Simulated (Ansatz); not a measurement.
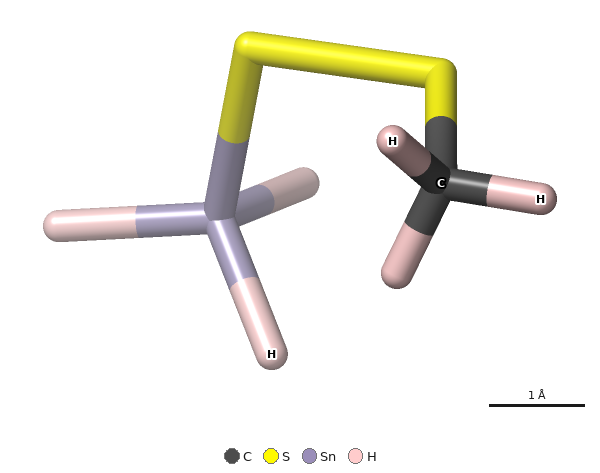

The input geometry (stick view, seen at a tilt). Sticks mark near contacts. Bond lengths as drawn: C–H 1.09 Å, C–S 1.80 Å, H–Sn 1.70 to 1.71 Å, S–S 2.06 Å and S–Sn 2.42 Å.

**CH$_{6}$S$_{2}$Sn: phonon calculation**

- system: CH$_{6}$S$_{2}$Sn, SMILES CS[S][SnH3]
- method: RKS PBE0-D4/def2-TZVP (Ansatz 0.2.0)

The geometry comes from this level: PBE0-D4/def2-TZVP. Figures and captions count atoms from 1; the log counts them from 0 in places.

Log
```
Functional definition: PBE0
  name "PBE0"
  cite "Adamo & Barone, J. Chem. Phys. 110, 6158 (1999) doi:10.1063/1.478522"
  cite "Perdew, Burke & Ernzerhof, Phys. Rev. Lett. 77, 3865 (1996) doi:10.1103/PhysRevLett.77.3865"
  parent pbe
  parameter a = 0.25
  parameter kappa = 0.804
  parameter beta = 0.06672455060314922
  exchange = (1 - a)*pbe_x(kappa = kappa, mu = beta*pi^2/3) + a*exact_x
  correlation = pbe_c(beta = beta)
1447 factors; their error is unknown
mean field evaluation 1: about -28625.4665 eV, gradient 4.3e1 eV
mean field evaluation 2: about -28623.5278 eV, gradient 4.8e1 eV
mean field evaluation 4: about -28629.5544 eV, gradient 2.2e0 eV
mean field evaluation 8: about -28629.5660 eV, gradient 3.8e-2 eV
mean field evaluation 16: about -28629.6805 eV, gradient 1.2e-4 eV
mean field -28629.68046257 eV, -1052.1213511052 hartree, gradient 3.1e-5 eV, S^2 0.000000; 0 other end points of the search recorded, 0 dependent functions left out
the calculation of the forces begins
reference -28629.68050052 eV, -1052.1213524998 hartree; 33, 33 occupied and 158, 158 virtual orbitals, 1447 factors
these checks for a lower state are left out or cut short: stability, starts, cluster_reference, orbital_swaps, neighbouring_geometries, increment
1447 factors; their error is unknown
mean field -28629.68030274 eV, -1052.1213452312 hartree, gradient 1.1e-6 eV, S^2 0.000000; 0 other end points of the search recorded, 0 dependent functions left out
[... from here on the field's lines of each further geometry are left out, up to the last ...]
the calculation of the forces begins
reference -28629.68048583 eV, -1052.1213519600 hartree; 33, 33 occupied and 158, 158 virtual orbitals, 1447 factors
these checks for a lower state are left out or cut short: stability, starts, cluster_reference, orbital_swaps, neighbouring_geometries, increment
1447 factors; their error is unknown
mean field -28629.68046100 eV, -1052.1213510474 hartree, gradient 2.8e-6 eV, S^2 0.000000; 0 other end points of the search recorded, 0 dependent functions left out
the calculation of the forces begins
reference -28629.68049895 eV, -1052.1213524420 hartree; 33, 33 occupied and 158, 158 virtual orbitals, 1447 factors
Total energy: -28629.92133648 eV, -1052.1302030580 hartree
Atom 0 at     0.298226     1.971599     0.272917 Å, force     0.000963     0.000139    -0.000411 eV/Å
Atom 1 at    -0.245603     0.762627     1.491109 Å, force    -0.000230    -0.000848     0.000454 eV/Å
Atom 2 at     1.025378    -0.813694     1.139209 Å, force    -0.000515     0.001075    -0.000376 eV/Å
Atom 3 at    -0.325529    -1.982559    -0.489180 Å, force    -0.000008    -0.000170     0.000024 eV/Å
Atom 4 at     0.149948     1.599943    -0.741214 Å, force    -0.000051    -0.000168    -0.000217 eV/Å
Atom 5 at    -0.324288     2.856485     0.426111 Å, force    -0.000111    -0.000136     0.000372 eV/Å
Atom 6 at     1.344040     2.233031     0.430231 Å, force    -0.000138    -0.000279    -0.000195 eV/Å
Atom 7 at    -1.744503    -2.515468     0.286538 Å, force    -0.000057    -0.000043    -0.000096 eV/Å
Atom 8 at    -0.693676    -0.872932    -1.731410 Å, force     0.000102     0.000023     0.000283 eV/Å
Atom 9 at     0.599108    -3.290332    -1.081310 Å, force     0.000046     0.000408     0.000162 eV/Å
Dipole moment:    -0.085233     0.095195    -0.377347 e Å
Vibrations: 70.48 95.04 103.39 185.11 242.71 347.14 452.74 462.46 519.15 680.16 702.18 711.11 722.68 970.09 971.10 1338.02 1445.82 1468.81 1939.03 1948.60 1960.65 3052.47 3143.96 3157.30 cm⁻¹, zero-point energy 1.654581 eV
```

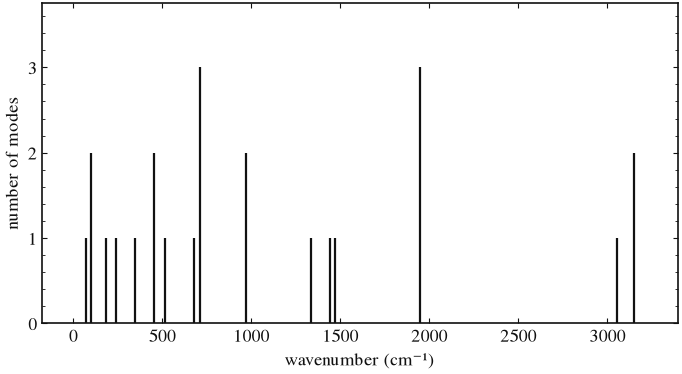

Harmonic vibrational wavenumbers from the force constants; neighbouring modes closer than 14 cm⁻¹ are counted in one stick. 24 modes from 70 to 3157 cm⁻¹, none imaginary.

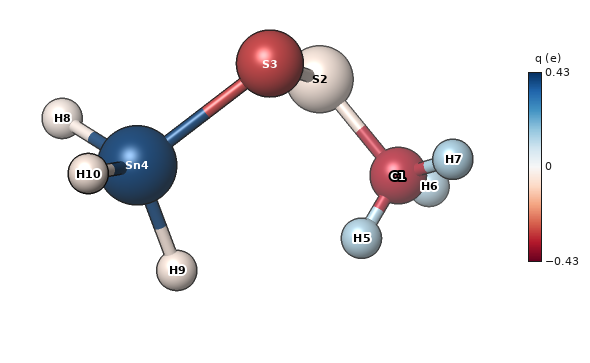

Mulliken charges, as the colour of each atom (ball-and-stick view, seen at a tilt; atoms are numbered from 1 in the order of the input). By element: C −0.34, S −0.30 to −0.06, Sn +0.41 and H −0.05 to +0.15 e.

This output came from the following input.

The input
```yaml
crystal:
  periodic: [false, false, false]
  atoms:
    - {symbol: C, position_ang: [0.298226, 1.971599, 0.272917]}
    - {symbol: S, position_ang: [-0.245603, 0.762627, 1.491109]}
    - {symbol: S, position_ang: [1.025378, -0.813694, 1.139209]}
    - {symbol: Sn, position_ang: [-0.325529, -1.982559, -0.489180]}
    - {symbol: H, position_ang: [0.149948, 1.599943, -0.741214]}
    - {symbol: H, position_ang: [-0.324288, 2.856485, 0.426111]}
    - {symbol: H, position_ang: [1.344040, 2.233031, 0.430231]}
    - {symbol: H, position_ang: [-1.744503, -2.515468, 0.286538]}
    - {symbol: H, position_ang: [-0.693676, -0.872932, -1.731410]}
    - {symbol: H, position_ang: [0.599108, -3.290332, -1.081310]}
basis:
  gaussian: {orbitals: def2-TZVP}
hamiltonian: {xc: pbe0, dispersion: d4}
phonons: {temperatures: {t_min: 298.15, t_max: 900, t_step: 200}}
```

Summary

| quantity | value |
| --- | --- |
| outcome | converged |
| total energy | −28629.9213 eV |
| mean-field energy | −28629.6805 eV |
| dispersion energy | −0.2408 eV |
| largest force (length of the vector) | 0.001 eV/Å |
| dipole moment | 1.91 D |
| hardware | 4 threads of Intel Xeon @ 2.50GHz, 15 GiB of memory available, shared host |
| wall time | 2.7 min (CPU time 10 min) |
| peak memory | 0.62 GiB |
